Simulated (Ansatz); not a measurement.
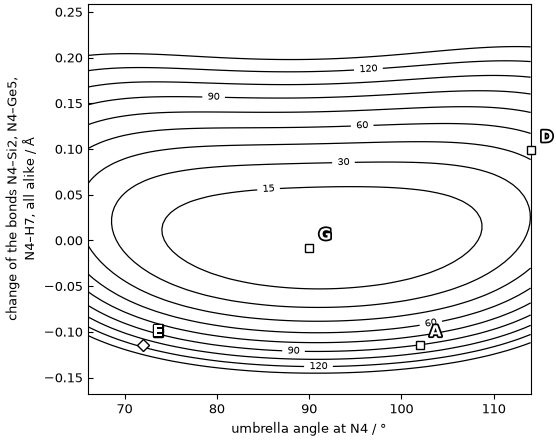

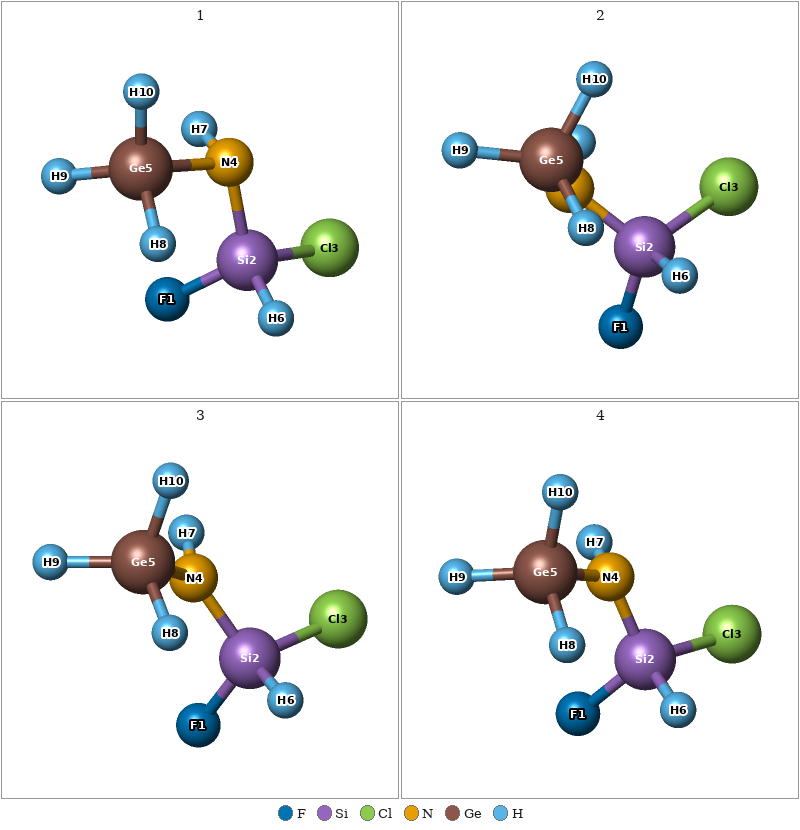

ClFGeH5NSi, SMILES F[SiH](Cl)[NH][GeH3]. The first coordinate is: umbrella angle at N4 (between each of its bonds and their common axis; 90 is planar); the second: change of the bonds N4–Si2, N4–Ge5, N4–H7, all alike. Nothing is relaxed (all other coordinates rigid). Grid: 9 × 9 points. Points are written as (first, second). Energies: kJ/mol, counted from the relaxed molecule at the same level. Level of theory: RKS r2SCAN-D4/def2-SVP (Ansatz 0.2.0).

In the figure: contour lines labelled in kJ/mol (none above 135), lettered points. Between grid points the surface is interpolated. The numbered pictures are the structures at these points, in random order.

Which structure belongs to which point?

A is structure 4: (102°, −0.114 Å), 90 kJ/mol; D is structure 1: (114°, 0.099 Å), 50 kJ/mol; E is structure 2: (72°, −0.114 Å), 115 kJ/mol; G is structure 3: (90°, −0.008 Å), 0.42 kJ/mol.
